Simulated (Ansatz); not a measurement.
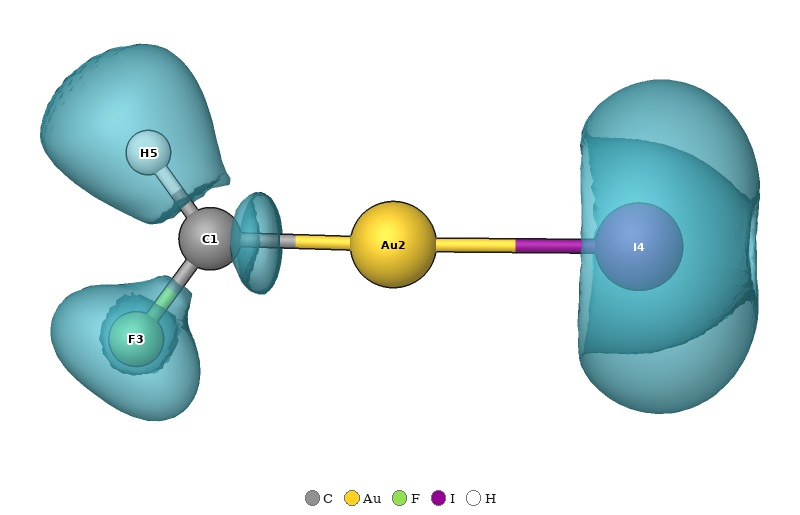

The picture shows: CHAuFI (SMILES F[CH+][Au-][I]). Isosurface of the electron localisation function at 0.75 (cyan), seen across its widest extent. Only the valence region is drawn (cores and ρ < 0.01 e/Å³ removed).

Geometry: r2SCAN-D4/def2-SVP; core potentials replace the inner electrons of Au and I.

Computed with isolated molecule in a Gaussian basis; Kohn-Sham density functional theory, functional PBE0 in Ansatz.

Input file:

```
crystal:
  periodic: [false, false, false]
  atoms:
    - symbol: C
      position_ang: [2.616316, -0.315376, -1.083129]
    - symbol: Au
      position_ang: [1.167020, -0.072500, -2.318465]
    - symbol: F
      position_ang: [2.820086, -1.397813, -0.386752]
    - symbol: I
      position_ang: [-0.754672, 0.307291, -3.984995]
    - symbol: H
      position_ang: [3.417552, 0.410621, -0.829021]
basis:
  gaussian:
    orbitals: def2-TZVPD
output: {forces: true, orbitals: {seedname: orbitals}}
hamiltonian:
  xc: pbe0
```

Launched as:

```sh
ansatz run input.yaml --threads 2 --pin off --max-ram 4350MiB --events-out events.jsonl --progress --plain --runs-dir runs
```

Describe the localisation domains.

The ELF exceeds this value in one region around a hydrogen nucleus, one lobe of the valence shell of C pointing towards Au (polar bonds), one region on F in which the atom's valence shell and bonds are merged and one ring or bowl of non-bonding electrons around I.

Values along the shortest contacts:
C–F (1.30 Å): the ELF peaks at about 0.80 between the atoms, as expected for a shared but strongly polarised pair. C–Au (1.92 Å): the ELF peaks at about 0.90 in the valence shell of C, 0.6 Å from its nucleus, and is about 0.30 at the midpoint.
